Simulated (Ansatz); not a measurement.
A series of calculations on C$_{3}$H$_{7}$B$_{2}$F

**1. Relaxation**

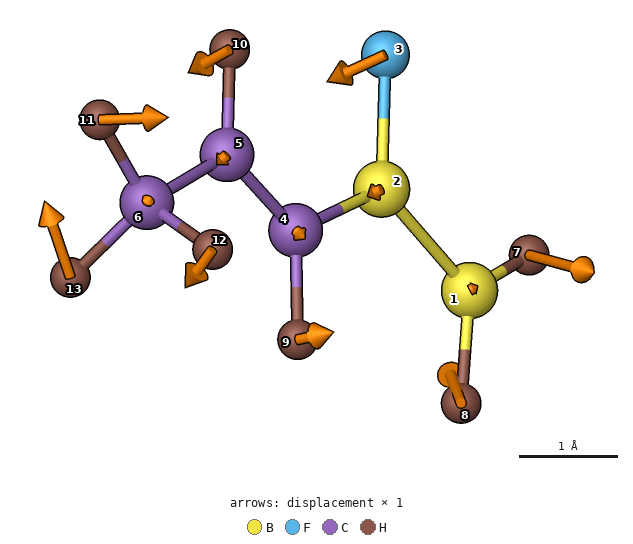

A relaxation of C3H7B2F. The starting structure is drawn; orange arrows show the displacements, at their true length. The two geometries are superimposed by the best rigid fit.

Style: ball-and-stick. Shown from a free direction.

The run prepares an end point of a later path (torsion) calculation, from a guessed geometry.

These are results of RKS PBE0-D4/def2-SVP (Ansatz), not measurements. Set-up: no spin polarisation; force threshold 0.015 eV/Å; at most 40 steps.

### What did the optimiser do to the structure, and how much energy did it gain?

The energy falls by 0.775 eV in 22 accepted moves (25 points after the start). Largest force component: 3.9 eV/Å at the start, 0.012 eV/Å at the end. The line search rejected the trial steps at points 13, 16, 24 of the run. The forces were under the threshold at step 22, but the run went on from there. The atom that moves furthest after the best rigid fit is H7 (1.28 Å). Largest moves by element: H 1.28 Å, F 0.72 Å, B 0.19 Å, C 0.16 Å. Some distances before and after: B1–H7 1.130 → 1.212 Å, B2–F3 1.415 → 1.346 Å, C4–C5 1.287 → 1.347 Å, C4–H9 1.153 → 1.098 Å. Bond angles that change, for instance: H7–B1–H8 122.8° → 115.5°, B2–B1–H8 115.0° → 122.2°, B2–C4–C5 126.8° → 121.3°. Groups turn about B1–B2 by about 90°, C5–C6 by about 60°. The run took 70 s on 2 threads of Arm Neoverse V2, with other jobs on the host, peak memory 0.27 GiB.

**2. Relaxation**

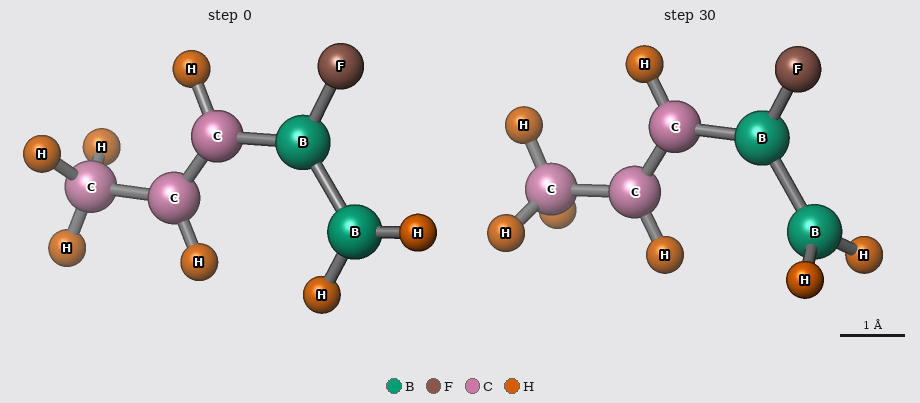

The structure of C$_{3}$H$_{7}$B$_{2}$F before (left) and after (right) a relaxation, at one scale.

The picture is a ball-and-stick view, seen at a tilt.

The run prepares an end point of a later path (torsion) calculation, from a guessed geometry.

These are results of RKS PBE0-D4/def2-SVP (Ansatz 0.2.0), not measurements. (no spin polarisation; force threshold 0.015 eV/Å; at most 40 steps)

**Summarise the run.**

An H atom moves most after the best rigid fit: 1.57 Å. Largest moves by element: H 1.57 Å, B 0.18 Å, C 0.18 Å, F 0.15 Å. Some distances before and after: B–H 1.130 → 1.212 Å, B–F 1.415 → 1.343 Å, C–C 1.287 → 1.347 Å, C–H 1.153 → 1.099 Å. Bond angles that change, for instance: H–B–H 122.8° → 115.5°, B–B–H 115.0° → 122.3°, B–C–C 126.8° → 121.7°. Groups turn about B–B by about 90°, C–C by about 60°. Over 28 accepted moves (30 points after the start) the energy falls by 71.7 kJ/mol. Largest force component: 5.6 eV/Å at the start, 0.0058 eV/Å at the end. The line search rejected the trial steps at points 9, 27 of the run.

**3. Path**

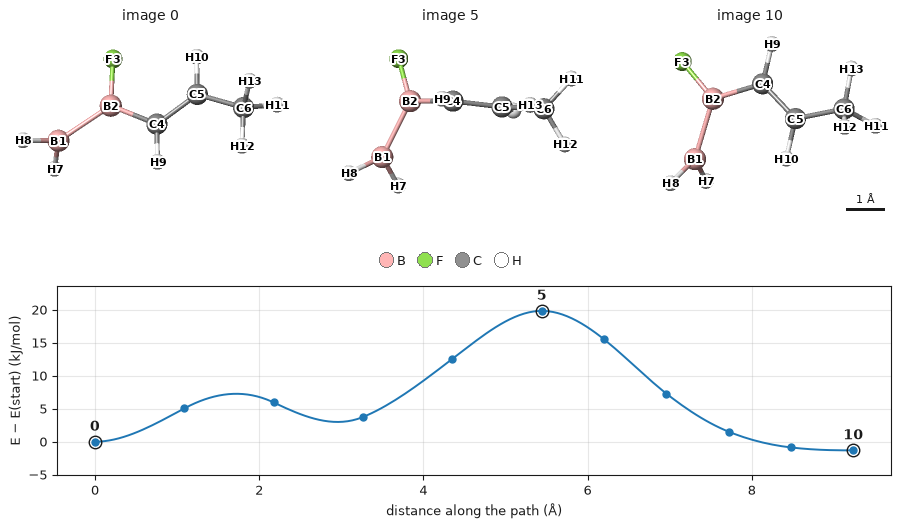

A search for the minimum-energy path of C$_{3}$H$_{7}$B$_{2}$F by the nudged elastic band. Images are numbered from 0 (start) to 10 (end). Style: ball-and-stick. Shown at a tilt.

All numbers below come from Ansatz, RKS PBE0-D4/def2-SVP. Settings: 9 movable images; climbing image; force threshold 0.03 eV/Å; iteration limit 60; starting path through a guess of the saddle point.

What happens along the path, and what is the barrier?

The path has more than one stage, and so few images may leave a stage unresolved. No bond forms or breaks between the ends. Among the angles between lasting bonds that change up to the highest image: B1–B2–C4 124.0° → 115.6°, B1–B2–F3 118.8° → 124.7°. The highest point, image 5, lies 19.8 kJ/mol above the start and 21.1 kJ/mol above the end; the end is at −1.3 kJ/mol relative to the start. The profile has 2 maxima (images 2, 5) with a dip at image 3 (+3.8 kJ/mol), so the process runs in steps. The band converged in 49 iterations. The largest component of the band force went from 320 to 0.03 eV/Å. The climbing image converged on the top of the path. Its vibrational analysis gives one imaginary mode (121i cm⁻¹), as a transition state must have.

Cost: 19 min on 2 threads of Arm Neoverse V2, with other jobs on the host, peak memory 0.28 GiB.
